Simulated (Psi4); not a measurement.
# C2H4: frequency calculation (part 3 of 3)

C2H4, SMILES C=C; HF/def2-TZVP, RHF (Psi4 1.11). The geometry was optimised with hf/def2-TZVP.

Geometry of the input (Å):
```
C  -0.0869  -0.6356  -0.1419
C  0.0867  0.6355  0.1418
H  0.0315  -1.4016  0.6029
H  -0.3545  -0.9620  -1.1305
H  -0.0315  1.4015  -0.6030
H  0.3544  0.9620  1.1304
```

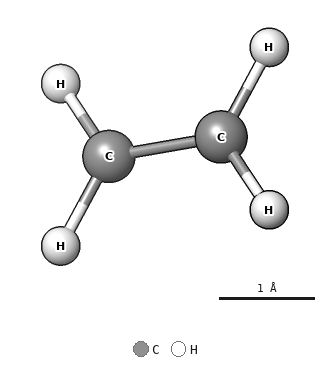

*The structure (ball-and-stick view, seen at a tilt).*

What the program printed, continued
```
    1     0.00676723656297    -0.00992056783679    -0.00255565237921
    2    -0.00101710443648    -0.00509736454272     0.00030327934918
    3    -0.00555794369118    -0.03623182889620    -0.00238429724797
    4    -0.06649270095141    -0.02211444982498    -0.07391938305273
    5    -0.02363305145012    -0.09304188764185    -0.08128991918567
    6    -0.07341989722121    -0.07507375850689    -0.32259728019175
    7    -0.00944377005310     0.00101481654137     0.00263551886695
    8     0.00081883978718     0.00154053722272    -0.00058952393580
    9     0.00269982288228     0.00020703775083     0.00084668475493
   10     0.01375560247383    -0.00182716234332    -0.00301279593716
   11    -0.00182528131463    -0.00573894829875    -0.00061655908839
   12    -0.00301036279573    -0.00061624386447     0.00248258169176
   13     0.00370989196192     0.00574343414825    -0.00561093697112
   14    -0.00144733189106     0.01042223611046    -0.00791281543051
   15    -0.00317486865021     0.02160925519031    -0.01575284200880
   16     0.05170374000472     0.02710392931458     0.08246324948111
   17     0.02710392931458     0.09191542715830     0.09010553832312
   18     0.08246324948111     0.09010553832312     0.33740515301145

	total time  =          8 seconds =       0.13 minutes

  ==> Harmonic Vibrational Analysis <==

  non-mass-weighted Hessian:       Symmetric? True   Hermitian? True   Lin Dep Dim?  0 (0)
  projection of translations (True) and rotations (True) removed 6 degrees of freedom (6)
  total projector:                 Symmetric? True   Hermitian? True   Lin Dep Dim?  6 (6)
  mass-weighted Hessian:           Symmetric? True   Hermitian? True   Lin Dep Dim?  0 (0)
  pre-proj  low-frequency mode:    0.0000i [cm^-1]
  pre-proj  low-frequency mode:    0.0000i [cm^-1]
  pre-proj  low-frequency mode:    0.0000i [cm^-1]
  pre-proj  low-frequency mode:    0.0000i [cm^-1]
  pre-proj  low-frequency mode:    0.0025  [cm^-1]
  pre-proj  low-frequency mode:    0.0053  [cm^-1]
  pre-proj  all modes:['28.1586i' '14.9227i' '10.2639i' '0.0042i' '0.0025' '0.0053' '891.2297'
 '1085.1623' '1105.8577' '1140.2309' '1343.4201' '1475.8292' '1590.4562'
 '1819.5556' '3273.6485' '3293.8983' '3345.3206' '3373.9201']
  projected mass-weighted Hessian: Symmetric? True   Hermitian? True   Lin Dep Dim?  6 (6)
  post-proj low-frequency mode:    0.0000i [cm^-1] (TR)
  post-proj low-frequency mode:    0.0000i [cm^-1] (TR)
  post-proj low-frequency mode:    0.0000i [cm^-1] (TR)
  post-proj low-frequency mode:    0.0000i [cm^-1] (TR)
  post-proj low-frequency mode:    0.0000  [cm^-1] (TR)
  post-proj low-frequency mode:    0.0000  [cm^-1] (TR)
  post-proj  all modes:['0.0000i' '0.0000i' '0.0000i' '0.0000i' '0.0000' '0.0000' '891.2297'
 '1085.1623' '1105.8577' '1140.2309' '1343.4201' '1475.8292' '1590.4562'
 '1819.5556' '3273.6485' '3293.8983' '3345.3206' '3373.9201']

  Vibration                       7                   8                   9
  Freq [cm^-1]                 891.2297           1085.1623           1105.8577
  Irrep                           A                   A                   A
  Reduced mass [u]              1.0425              1.1607              1.5190
  Force const [mDyne/A]         0.4879              0.8053              1.0945
  Turning point v=0 [a0]        0.3600              0.3092              0.2677
  RMS dev v=0 [a0 u^1/2]        0.2599              0.2355              0.2333
  IR activ [km/mol]             0.0286             117.9383             0.0000
  Char temp [K]               1282.2811           1561.3070           1591.0830
  ----------------------------------------------------------------------------------
      1   C                0.01 -0.01  0.04   -0.08  0.01  0.02    0.15 -0.01 -0.04
      2   C                0.01 -0.01  0.04   -0.08  0.01  0.02   -0.15  0.01  0.04
      3   H               -0.11 -0.37 -0.32    0.48 -0.04 -0.12   -0.47  0.04  0.12
      4   H                0.01  0.48 -0.13    0.48 -0.04 -0.12   -0.47  0.04  0.12
      5   H               -0.11 -0.37 -0.32    0.48 -0.04 -0.12    0.47 -0.04 -0.12
      6   H                0.01  0.48 -0.13    0.48 -0.04 -0.12    0.47 -0.04 -0.12

  Vibration                       10                  11                  12
  Freq [cm^-1]                1140.2309           1343.4201           1475.8292
  Irrep                           A                   A                   A
  Reduced mass [u]              1.0078              1.5247              1.2611
  Force const [mDyne/A]         0.7720              1.6212              1.6183
  Turning point v=0 [a0]        0.3237              0.2424              0.2543
  RMS dev v=0 [a0 u^1/2]        0.2298              0.2117              0.2020
  IR activ [km/mol]             0.0000              0.0000              0.0000
  Char temp [K]               1640.5384           1932.8824           2123.3897
  ----------------------------------------------------------------------------------
      1   C               -0.00 -0.00  0.00    0.03 -0.04  0.15    0.01  0.10  0.02
      2   C                0.00  0.00 -0.00   -0.03  0.04 -0.15   -0.01 -0.10 -0.02
      3   H                0.48 -0.04 -0.12   -0.09 -0.42 -0.23    0.10  0.40  0.28
      4   H               -0.48  0.04  0.12    0.03  0.49 -0.03    0.02  0.49 -0.08
      5   H                0.48 -0.04 -0.12    0.09  0.42  0.23   -0.10 -0.40 -0.28
      6   H               -0.48  0.04  0.12   -0.03 -0.49  0.03   -0.02 -0.49  0.08

  Vibration                       13                  14                  15
  Freq [cm^-1]                1590.4562           1819.5556           3273.6485
  Irrep                           A                   A                   A
  Reduced mass [u]              1.1120              2.8923              1.0477
  Force const [mDyne/A]         1.6572              5.6418              6.6155
  Turning point v=0 [a0]        0.2609              0.1513              0.1874
  RMS dev v=0 [a0 u^1/2]        0.1946              0.1819              0.1356
  IR activ [km/mol]            11.6023              0.0000             19.8729
  Char temp [K]               2288.3124           2617.9353           4710.0514
  ----------------------------------------------------------------------------------
      1   C               -0.01 -0.07 -0.01    0.04  0.28  0.06   -0.01 -0.04 -0.01
      2   C               -0.01 -0.07 -0.01   -0.04 -0.28 -0.06   -0.01 -0.04 -0.01
      3   H                0.11  0.33  0.36   -0.11 -0.15 -0.41   -0.06  0.35 -0.35
      4   H               -0.01  0.46 -0.18    0.05 -0.33  0.30    0.12  0.14  0.46
      5   H                0.11  0.33  0.36    0.11  0.15  0.41   -0.06  0.35 -0.35
      6   H               -0.01  0.46 -0.18   -0.05  0.33 -0.30    0.12  0.14  0.46

  Vibration                       16                  17                  18
  Freq [cm^-1]                3293.8983           3345.3206           3373.9201
  Irrep                           A                   A                   A
  Reduced mass [u]              1.0763              1.1155              1.1180
  Force const [mDyne/A]         6.8805              7.3552              7.4980
  Turning point v=0 [a0]        0.1843              0.1796              0.1787
  RMS dev v=0 [a0 u^1/2]        0.1352              0.1341              0.1336
  IR activ [km/mol]             0.0000              0.0000             27.6904
  Char temp [K]               4739.1862           4813.1715           4854.3199
  ----------------------------------------------------------------------------------
      1   C               -0.01 -0.05 -0.01   -0.01  0.02 -0.07   -0.01  0.02 -0.07
      2   C                0.01  0.05  0.01    0.01 -0.02  0.07   -0.01  0.02 -0.07
      3   H               -0.06  0.35 -0.35    0.05 -0.36  0.34    0.05 -0.36  0.34
      4   H                0.12  0.15  0.46    0.12  0.15  0.46    0.12  0.15  0.46
      5   H                0.06 -0.35  0.35   -0.05  0.36 -0.34    0.05 -0.36  0.34
      6   H               -0.12 -0.15 -0.46   -0.12 -0.15 -0.46    0.12  0.15  0.46

  ==> Thermochemistry Components <==

  Entropy, S
    Electronic S                             0.000 [cal/(mol K)]        0.000 [J/(mol K)]       0.00000000 [mEh/K] (multiplicity = 1)
    Translational S                         35.927 [cal/(mol K)]      150.318 [J/(mol K)]       0.05725309 [mEh/K] (mol. weight = 28.0313 [u], P = 101325.00 [Pa])
    Rotational S                            15.792 [cal/(mol K)]       66.073 [J/(mol K)]       0.02516600 [mEh/K] (symmetry no. = 4)
    Vibrational S                            0.371 [cal/(mol K)]        1.554 [J/(mol K)]       0.00059186 [mEh/K]
  Total S                                   52.090 [cal/(mol K)]      217.945 [J/(mol K)]       0.08301095 [mEh/K]
  Correction S                               0.000 [cal/(mol K)]        0.000 [J/(mol K)]       0.00000000 [mEh/K]

  Constant volume heat capacity, Cv
    Electronic Cv                            0.000 [cal/(mol K)]        0.000 [J/(mol K)]       0.00000000 [mEh/K]
    Translational Cv                         2.981 [cal/(mol K)]       12.472 [J/(mol K)]       0.00475022 [mEh/K]
    Rotational Cv                            2.981 [cal/(mol K)]       12.472 [J/(mol K)]       0.00475022 [mEh/K]
    Vibrational Cv                           1.615 [cal/(mol K)]        6.758 [J/(mol K)]       0.00257389 [mEh/K]
  Total Cv                                   7.577 [cal/(mol K)]       31.701 [J/(mol K)]       0.01207433 [mEh/K]
  Correction Cv                              0.000 [cal/(mol K)]        0.000 [J/(mol K)]       0.00000000 [mEh/K]

  Constant pressure heat capacity, Cp
    Electronic Cp                            0.000 [cal/(mol K)]        0.000 [J/(mol K)]       0.00000000 [mEh/K]
    Translational Cp                         4.968 [cal/(mol K)]       20.786 [J/(mol K)]       0.00791703 [mEh/K]
    Rotational Cp                            2.981 [cal/(mol K)]       12.472 [J/(mol K)]       0.00475022 [mEh/K]
    Vibrational Cp                           1.615 [cal/(mol K)]        6.758 [J/(mol K)]       0.00257389 [mEh/K]
  Total Cp                                   9.564 [cal/(mol K)]       40.016 [J/(mol K)]       0.01524114 [mEh/K]
  Correction Cp                              0.000 [cal/(mol K)]        0.000 [J/(mol K)]       0.00000000 [mEh/K]

  ==> Thermochemistry Energy Analysis <==

  Raw electronic energy, E_e
  Total E_e, Electronic energy at well bottom                                           -78.06550208 [Eh]

  Zero-point vibrational energy, ZPVE = Sum_i omega_i / 2,  E_0 = E_e + ZPVE
    Vibrational ZPVE                        33.936 [kcal/mol]      141.988 [kJ/mol]       0.05408035 [Eh]       11869.265 [cm^-1]
  Correction ZPVE to E_e                    33.936 [kcal/mol]      141.988 [kJ/mol]       0.05408035 [Eh]       11869.265 [cm^-1]
  Total E_0, Enthalpy at 0 [K]                                                          -78.01142174 [Eh]
  *** Absolute enthalpy, not an enthalpy of formation ***

  Thermal (internal) energy, E (includes ZPVE and finite-temperature corrections)
    Electronic contrib to E beyond E_e       0.000 [kcal/mol]        0.000 [kJ/mol]       0.00000000 [Eh]
    Translational contrib to E               0.889 [kcal/mol]        3.718 [kJ/mol]       0.00141628 [Eh]
    Rotational contrib to E                  0.889 [kcal/mol]        3.718 [kJ/mol]       0.00141628 [Eh]
    Vibrational contrib to E                34.028 [kcal/mol]      142.375 [kJ/mol]       0.05422768 [Eh]
  Correction E                              35.806 [kcal/mol]      149.812 [kJ/mol]       0.05706024 [Eh]
  Total E, Thermal (internal) energy at  298.15 [K]                                     -78.00844185 [Eh]

  Enthalpy, H_trans = E_trans + k_B * T = E_trans + P * V
    Electronic contrib to H beyond E_e       0.000 [kcal/mol]        0.000 [kJ/mol]       0.00000000 [Eh]
    Translational contrib to H               1.481 [kcal/mol]        6.197 [kJ/mol]       0.00236046 [Eh]
    Rotational contrib to H                  0.889 [kcal/mol]        3.718 [kJ/mol]       0.00141628 [Eh]
    Vibrational contrib to H                34.028 [kcal/mol]      142.375 [kJ/mol]       0.05422768 [Eh]
  Correction H                              36.398 [kcal/mol]      152.291 [kJ/mol]       0.05800442 [Eh]
  Total H, Enthalpy at  298.15 [K]                                                      -78.00749766 [Eh]
  *** Absolute enthalpy, not an enthalpy of formation ***

  Gibbs free energy, G = H - T * S
    Electronic contrib to G beyond E_e       0.000 [kcal/mol]        0.000 [kJ/mol]       0.00000000 [Eh]
    Translational contrib to G              -9.230 [kcal/mol]      -38.620 [kJ/mol]      -0.01470955 [Eh]
    Rotational contrib to G                 -3.820 [kcal/mol]      -15.981 [kJ/mol]      -0.00608697 [Eh]
    Vibrational contrib to G                33.918 [kcal/mol]      141.911 [kJ/mol]       0.05405122 [Eh]
  Correction G                              20.868 [kcal/mol]       87.310 [kJ/mol]       0.03325471 [Eh]
  Total G, Gibbs energy at  298.15 [K]                                                  -78.03224738 [Eh]
  *** Absolute Gibbs energy, not a free energy of formation ***

    Psi4 run time: 0:00:08.85
```

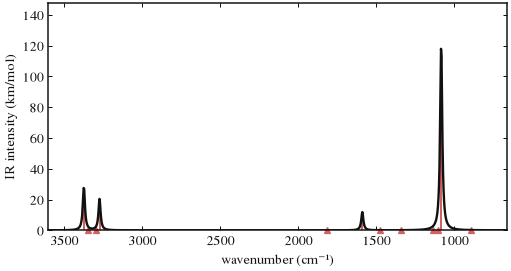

*Harmonic infrared spectrum, unscaled: sticks (degenerate modes added up, dark ones marked on the axis) with a Lorentzian envelope of 16 cm⁻¹ full width, scaled to the tallest stick.*

12 modes from 891 to 3374 cm⁻¹, none imaginary. The strongest line is at 1085 cm⁻¹ (118 km/mol). All modes, in cm⁻¹ (km/mol): 891 (0.0), 1085 (118), 1106 (0.0), 1140 (0.0), 1343 (0.0), 1476 (0.0), 1590 (11.6), 1820 (0.0), 3274 (19.9), 3294 (0.0), 3345 (0.0), 3374 (28).

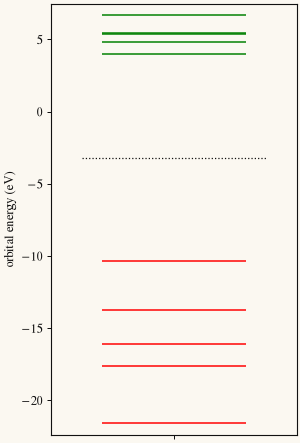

*Orbital energies near the frontier; the dotted line parts filled from empty levels, and levels within 0.02 eV of each other stand side by side.*

Highest filled −10.37 eV, lowest empty 3.98 eV, 14.35 eV apart.
